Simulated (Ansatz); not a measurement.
# C2H5NSSi: two geometries relaxed

Are the two ends of the inversion of the pyramid at N1 separate minima, and which lies lower? Each is relaxed from a guess. SMILES of the start: N[SiH2]C1=CS1.

Method: RKS BLYP/def2-SVP, in Ansatz 0.2.0.

### Step 1. The system as given

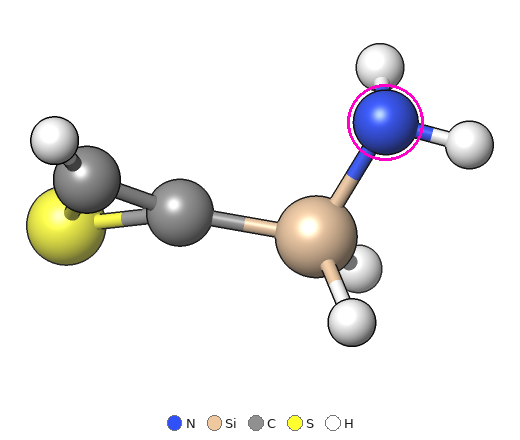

Start, viewed from a chosen angle; nitrogen blue, silicon light orange, carbon grey, sulfur yellow, hydrogen white. Ringed: N1.

Coordinates:

```xyz
10

N    -0.8559    0.2636    1.4872
Si   -0.3477    0.7575   -0.0651
C     0.5807   -0.4522   -0.8034
C     1.6772   -1.2860   -0.7665
S     0.7417   -1.3547   -2.2403
H    -1.5355   -0.4666    1.3732
H    -1.4412    1.0694    1.8536
H    -1.5400    1.0771   -0.8257
H     0.3832    2.0502    0.1800
H     2.4207   -1.7093   -0.1903
```

### Step 2. End point A

File input.yaml:

```yaml
crystal:
  periodic: [false, false, false]
  atoms:
    - { symbol: "N", position_ang: [-0.8559, 0.2636, 1.4872] }
    - { symbol: Si, position_ang: [-0.3477, 0.7575, -0.0651] }
    - { symbol: C, position_ang: [0.5807, -0.4522, -0.8034] }
    - { symbol: C, position_ang: [1.6772, -1.286, -0.7665] }
    - { symbol: S, position_ang: [0.7417, -1.3547, -2.2403] }
    - { symbol: H, position_ang: [-1.5355, -0.4666, 1.3732] }
    - { symbol: H, position_ang: [-1.4412, 1.0694, 1.8536] }
    - { symbol: H, position_ang: [-1.54, 1.0771, -0.8257] }
    - { symbol: H, position_ang: [0.3832, 2.0502, 0.18] }
    - { symbol: H, position_ang: [2.4207, -1.7093, -0.1903] }
basis:
  gaussian: { orbitals: def2-SVP }
hamiltonian:
  xc: blyp
relax:
  f_tol: 0.015
  max_steps: 40
output:
  orbitals: {}
```

Run with:

```sh
ansatz run input.yaml --threads 2 --pin off --max-ram 3072MiB --backend cpu --events-out ev --progress --plain --runs-dir out
```

Log (excerpt; [...] marks lines left out):

```text
Warning: RAYON_NUM_THREADS=2 ignored (pool sized by the plan → 2); use --threads N
[...]
Functional definition: BLYP
[...]
1179 factors; their error is unknown
[...]
mean field -22344.71032330 eV, -821.1529585926 hartree, gradient 7.5e-5 eV, S^2 0.000000; 1 other end points of the search recorded, 0 dependent functions left out
[...]
reference -22344.71066783 eV, -821.1529712537 hartree; 27, 27 occupied and 76, 76 virtual orbitals, 1179 factors
relax step   1: F+E_penalty+E_count = -22344.71032330 eV  Δ(F+E_penalty+E_count) = +0.000e0 eV  max|allowed force component| = 5.455e0 eV/Å  Δτ_max = 0.0000 Å  (50 SCF iters, accepted)
[...]
relax step   4: F+E_penalty+E_count = -22346.19486721 eV  Δ(F+E_penalty+E_count) = -6.487e-2 eV  max|allowed force component| = 4.068e-1 eV/Å  Δτ_max = 0.2000 Å  (32 SCF iters, accepted)
[...]
relax step   7: F+E_penalty+E_count = -22346.23381889 eV  Δ(F+E_penalty+E_count) = -6.889e-3 eV  max|allowed force component| = 4.888e-1 eV/Å  Δτ_max = 0.2000 Å  (38 SCF iters, accepted)
[...]
relax step  10: F+E_penalty+E_count = -22346.29692451 eV  Δ(F+E_penalty+E_count) = -1.992e-2 eV  max|allowed force component| = 2.582e-1 eV/Å  Δτ_max = 0.1995 Å  (38 SCF iters, accepted)
[...]
relax step  13: F+E_penalty+E_count = -22346.31979361 eV  Δ(F+E_penalty+E_count) = -7.705e-3 eV  max|allowed force component| = 5.600e-2 eV/Å  Δτ_max = 0.1000 Å  (31 SCF iters, accepted)
[...]
relax step  14: F+E_penalty+E_count = -22346.32111260 eV  Δ(F+E_penalty+E_count) = -1.319e-3 eV  max|allowed force component| = 1.866e-1 eV/Å  Δτ_max = 0.0891 Å  (32 SCF iters, accepted)
[...]
relax step  15: F+E_penalty+E_count = -22346.32207787 eV  Δ(F+E_penalty+E_count) = -9.653e-4 eV  max|allowed force component| = 9.108e-3 eV/Å  Δτ_max = 0.0094 Å  (33 SCF iters, accepted)
1179 factors; their error is unknown
mean field -22346.32207787 eV, -821.2121894805 hartree, gradient 1.3e-5 eV, S^2 0.000000; 1 other end points of the search recorded, 0 dependent functions left out
[...]
reference -22346.32243219 eV, -821.2122025016 hartree; 27, 27 occupied and 76, 76 virtual orbitals, 1179 factors
Total energy: -22346.32243219 eV, -821.2122025016 hartree
Atom 0 at    -1.187226     0.588707     1.507005 Å, force    -0.003944    -0.001876     0.009108 eV/Å
Atom 1 at    -0.606166     0.788546    -0.126151 Å, force    -0.000533     0.003422    -0.006469 eV/Å
Atom 2 at     0.686507    -0.440598    -0.668235 Å, force     0.005078    -0.004793    -0.003342 eV/Å
Atom 3 at     1.553040    -1.409825    -0.769431 Å, force     0.000420    -0.002848     0.005697 eV/Å
Atom 4 at     1.692054    -0.690426    -2.418753 Å, force    -0.001483     0.001435     0.002118 eV/Å
Atom 5 at    -1.766035    -0.224952     1.736196 Å, force    -0.002646    -0.000284    -0.001781 eV/Å
Atom 6 at    -0.563861     0.807511     2.289967 Å, force     0.003086     0.002226     0.000795 eV/Å
Atom 7 at    -1.763288     0.633721    -1.062617 Å, force    -0.000025     0.001611    -0.000122 eV/Å
Atom 8 at     0.014338     2.145425    -0.243338 Å, force    -0.000918    -0.000431    -0.001233 eV/Å
Atom 9 at     2.023839    -2.249110    -0.241942 Å, force     0.000966     0.001539    -0.004771 eV/Å
Dipole moment:    -0.120347    -0.211887     0.659261 e Å
```

Run time: 28 s. Hardware: 2 threads of Intel Xeon at 2.60GHz (Ice Lake), shared host; peak memory 0.17 GiB.

The steps of the relaxation:

```csv
step,energy from step 1 (eV),largest force component (eV/Å)
1,0.0000,5.4547
2,-1.0259,3.0621
3,-1.4197,0.6135
4,-1.4845,0.4068
5,-1.5078,0.3575
6,-1.5166,0.4392
7,-1.5235,0.4888
8,-1.5580,0.1476
9,-1.5667,0.2889
10,-1.5866,0.2582
11x,-1.5351,1.7561
12,-1.6018,0.1578
13,-1.6095,0.0560
14,-1.6108,0.1866
15,-1.6118,0.0091
```

Step 1 is the start. 1 step was tried and not accepted (marked x).

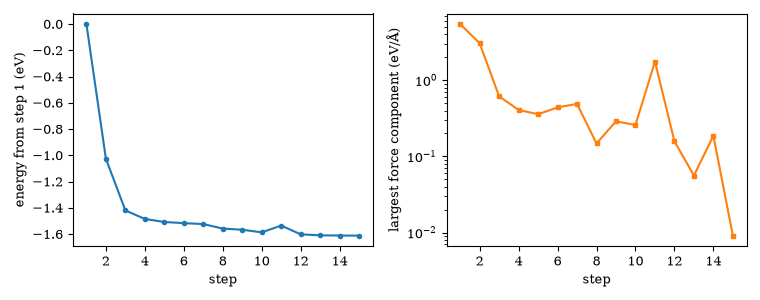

Energy and largest force along the relaxation.

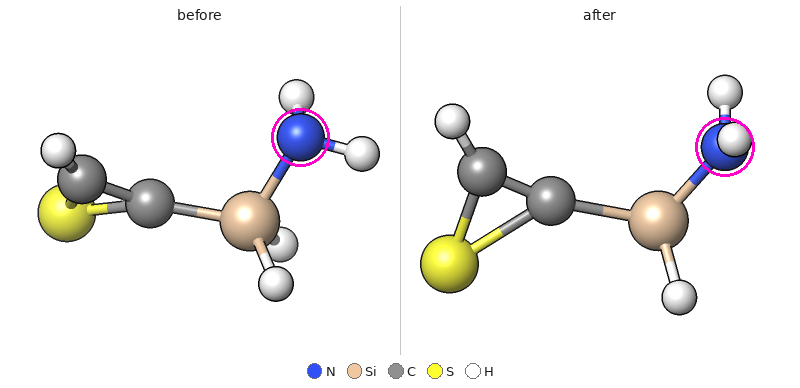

The structure before (left) and after (right), drawn at the same scale.

After: Bond lengths: N1–Si2 1.745 Å, Si2–C3 1.864 Å, C3–C4 1.304 Å, C3–S5 2.034 Å, C4–S5 1.805 Å, N1–H6 1.024 Å, N1–H7 1.024 Å, Si2–H8 1.497 Å, Si2–H9 1.497 Å, C4–H10 1.097 Å. Angles (14 of 16 angles, heavy atoms first): N1–Si2–C3 115.3°, Si2–C3–C4 166.7°, Si2–C3–S5 132.4°, C4–C3–S5 60.9°, C3–C4–S5 80.0°, C3–S5–C4 39.1°, N1–Si2–H8 108.4°, N1–Si2–H9 108.4°, C3–Si2–H8 106.6°, C3–Si2–H9 106.7°, Si2–N1–H6 119.2°, Si2–N1–H7 119.2°, C3–C4–H10 144.7°, S5–C4–H10 135.3°.

### Step 3. End point B

The second end starts from a geometry with the move made by hand.

input.yaml: that of step 2 with these lines changed.

```diff
@@ -8,4 +8,4 @@
     - { symbol: S, position_ang: [0.7417, -1.3547, -2.2403] }
-    - { symbol: H, position_ang: [-1.5355, -0.4666, 1.3732] }
-    - { symbol: H, position_ang: [-1.4412, 1.0694, 1.8536] }
+    - { symbol: H, position_ang: [-0.55879, -0.68575, 1.62323] }
+    - { symbol: H, position_ang: [-0.23622, 0.79903, 2.16207] }
     - { symbol: H, position_ang: [-1.54, 1.0771, -0.8257] }
@@ -20,3 +20 @@
   max_steps: 40
-output:
-  orbitals: {}
```

Run with:

```sh
ansatz run input.yaml --threads 2 --pin off --max-ram 3072MiB --backend cpu --events-out ev --progress --plain --runs-dir out
```

Log (excerpt; [...] marks lines left out):

```text
Warning: RAYON_NUM_THREADS=2 ignored (pool sized by the plan → 2); use --threads N
[...]
[... 1 set-up line as earlier in the session ...]
[...]
1179 factors; their error is unknown
[...]
mean field -22344.66548051 eV, -821.1513106506 hartree, gradient 3.9e-5 eV, S^2 0.000000; 1 other end points of the search recorded, 0 dependent functions left out
[...]
reference -22344.66581711 eV, -821.1513230202 hartree; 27, 27 occupied and 76, 76 virtual orbitals, 1179 factors
relax step   1: F+E_penalty+E_count = -22344.66548051 eV  Δ(F+E_penalty+E_count) = +0.000e0 eV  max|allowed force component| = 5.464e0 eV/Å  Δτ_max = 0.0000 Å  (53 SCF iters, accepted)
[...]
relax step   4: F+E_penalty+E_count = -22346.20478844 eV  Δ(F+E_penalty+E_count) = -8.821e-2 eV  max|allowed force component| = 4.827e-1 eV/Å  Δτ_max = 0.2000 Å  (31 SCF iters, accepted)
[...]
Total energy: -22346.32242267 eV, -821.2122021518 hartree
Atom 0 at    -0.716020     0.549183     1.731816 Å, force     0.000230    -0.000793    -0.000805 eV/Å
Atom 1 at    -0.420853     0.719790     0.020273 Å, force    -0.000956     0.004281    -0.002500 eV/Å
Atom 2 at     0.794275    -0.492772    -0.707178 Å, force    -0.011158     0.010095     0.000445 eV/Å
Atom 3 at     1.658646    -1.441309    -0.937361 Å, force     0.001231    -0.006713     0.013622 eV/Å
Atom 4 at     1.500294    -0.750867    -2.596955 Å, force     0.001860    -0.000046    -0.005575 eV/Å
Atom 5 at    -1.233626    -0.267016     2.071641 Å, force     0.000240    -0.000380    -0.000490 eV/Å
Atom 6 at     0.025371     0.796236     2.394267 Å, force     0.000564     0.000283     0.001339 eV/Å
Atom 7 at    -1.714400     0.517727    -0.704752 Å, force    -0.000412    -0.000081     0.000402 eV/Å
Atom 8 at     0.137906     2.085492    -0.229303 Å, force    -0.001518     0.002373     0.000852 eV/Å
Atom 9 at     2.233296    -2.256983    -0.481249 Å, force     0.009919    -0.009019    -0.007290 eV/Å
Dipole moment:    -0.004052    -0.200454     0.674027 e Å
```

Wall time 26 s (2 threads of Intel Xeon at 2.60GHz (Ice Lake), shared host); peak memory 0.17 GiB.

The steps of the relaxation:

```csv
step,energy from step 1 (eV),largest force component (eV/Å)
1,0.0000,5.4644
2,-1.0301,3.1599
3,-1.4511,0.6998
4,-1.5393,0.4827
5x,-1.5308,0.8985
6,-1.5856,0.2722
7,-1.6086,0.1781
8,-1.6275,0.1138
9,-1.6421,0.1701
10,-1.6460,0.2284
11,-1.6544,0.3063
12,-1.6563,0.0259
13,-1.6566,0.0294
14,-1.6566,0.0253
15,-1.6566,0.0136
```

Step 1 is the start. 1 step was tried and not accepted (marked x).

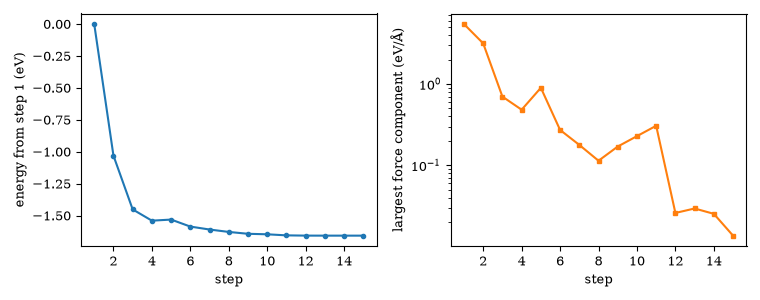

How energy and force went from step to step.

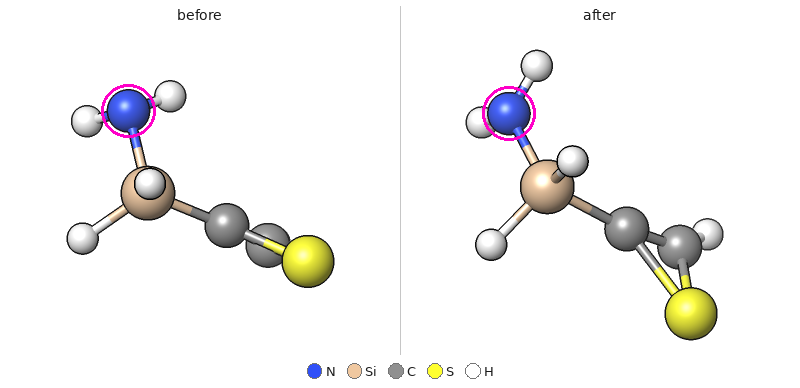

The structure before (left) and after (right), drawn at the same scale.

After: Bond lengths: N1–Si2 1.745 Å, Si2–C3 1.864 Å, C3–C4 1.304 Å, C3–S5 2.034 Å, C4–S5 1.804 Å, N1–H6 1.024 Å, N1–H7 1.024 Å, Si2–H8 1.497 Å, Si2–H9 1.497 Å, C4–H10 1.097 Å. Angles (14 of 16 angles, heavy atoms first): N1–Si2–C3 115.4°, Si2–C3–C4 166.9°, Si2–C3–S5 132.2°, C4–C3–S5 60.9°, C3–C4–S5 80.0°, C3–S5–C4 39.1°, N1–Si2–H8 108.4°, N1–Si2–H9 108.4°, C3–Si2–H8 106.6°, C3–Si2–H9 106.6°, Si2–N1–H6 119.3°, Si2–N1–H7 119.2°, C3–C4–H10 144.6°, S5–C4–H10 135.5°.

### Step 4. Outcome

```
                           quantity                     value
                              end A  13 moves, 1.612 eV lower
                              end B  13 moves, 1.657 eV lower
largest difference between the ends                    0.01 Å
            end B relative to end A                 +0.000 eV
```

**Reading.** Both starts fell into the same minimum (no atom differs by more than 0.01 Å), so from this start no second minimum was found and no band was run; another arrangement could still be one.
